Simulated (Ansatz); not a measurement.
## Electronic structure of GaH3 in real space

```
atom    x (Å)   y (Å)    z (Å)
  Ga   0.2034  0.0000   0.1174
   H   0.7700  0.0000   1.5610
   H   1.7368  0.0000  -0.1136
   H  -1.1316  0.0000  -0.6533
```

Not at a stationary point (largest force 1.9 eV/Å).

Computed with RKS B3LYP/def2-SVP (Ansatz 0.2.0).

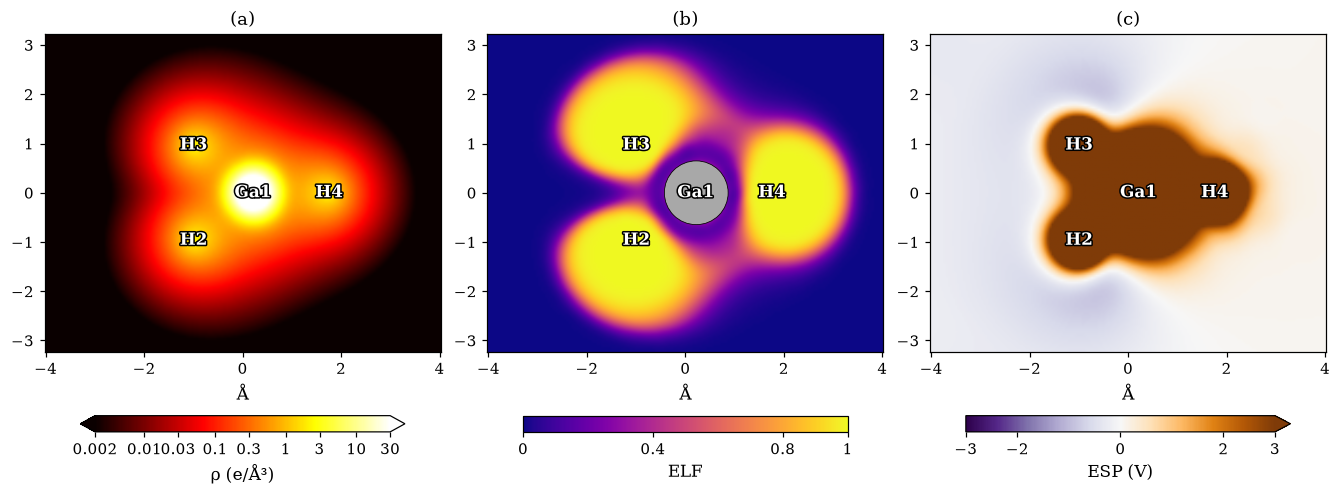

Figure 1. (a) electron density; (b) ELF; (c) electrostatic potential on the molecular plane. Grey discs cover the atomic cores in the ELF map.

**What do the fields say about this system?**

Atoms in the plane: Ga and H. Ga–H (1.54 Å): the density is about 1 e/Å³ at the midpoint; the ELF climbs to about 1 towards the hydrogen. Outside the dense part of the molecule the potential is most negative (−0.9 V) near H2 and H3.

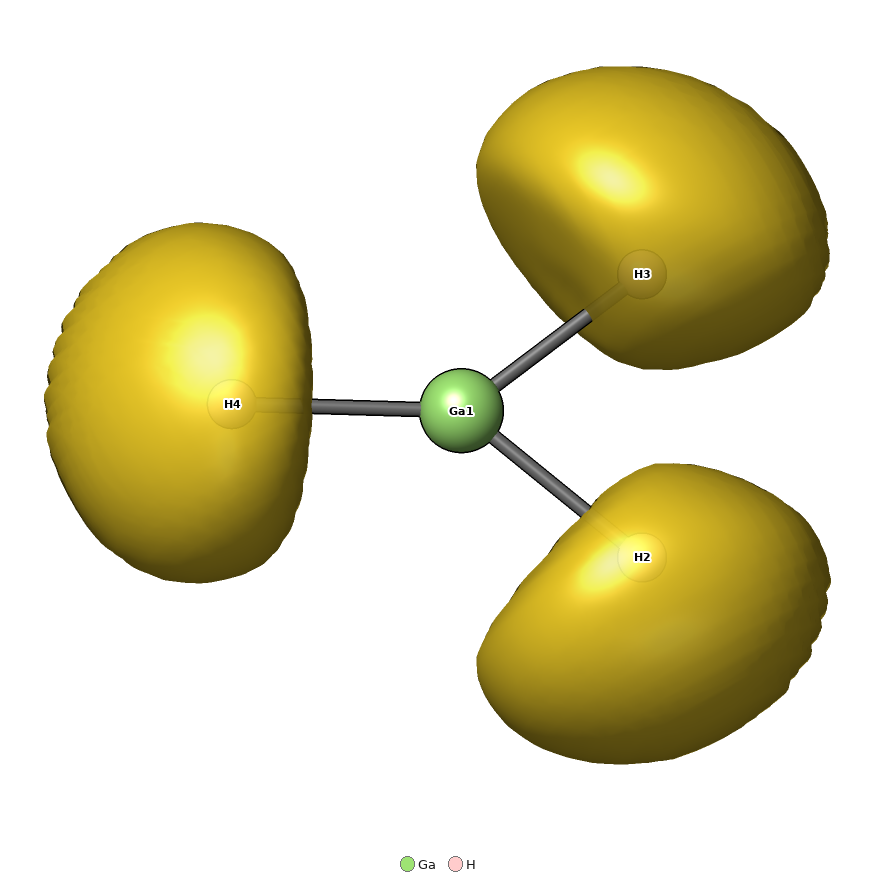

Figure 2. Isosurface of the electron localisation function at 0.85 (yellow), seen at a tilt. Core shells and regions of very low density are left out.

**Identify the bonds, lone pairs and shells in this picture.**

The ELF exceeds this value in three regions around hydrogen nuclei.

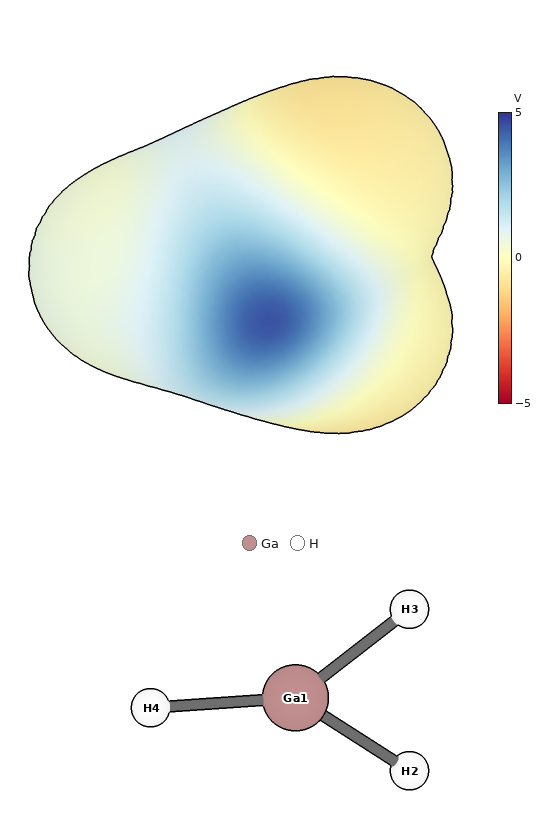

Figure 3. The molecular electrostatic potential painted on the density surface at 0.004 e/bohr³, seen at a tilt; the colour scale runs from red (negative) to blue (positive). The bare structure is drawn below in the same view.

**Which sites attract a positive test charge, and which a negative one?**

A positive charge is drawn to the negative regions and a negative charge to the positive ones. The most negative region (about −0.8 V) lies over H2 and H3, the most positive (about +4.4 V) over Ga1.

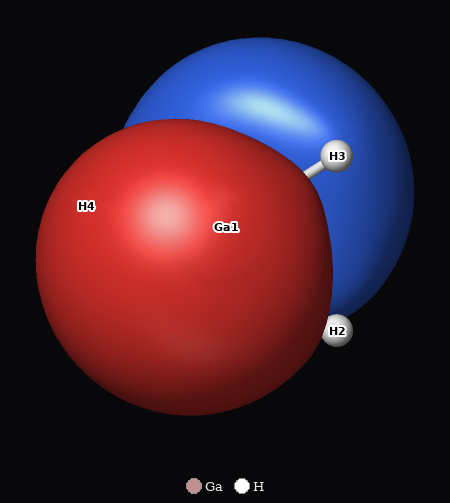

Figure 4. The LUMO at ±0.1 Å⁻³ᐟ² (red and blue are the two phases), seen at a tilt.

**Where does this orbital lie, and at what energy?**

Its weight (Hirshfeld) is mainly on Ga1 (about 85 %); it changes sign across the molecular plane (π type). Its energy is −2.14 eV.
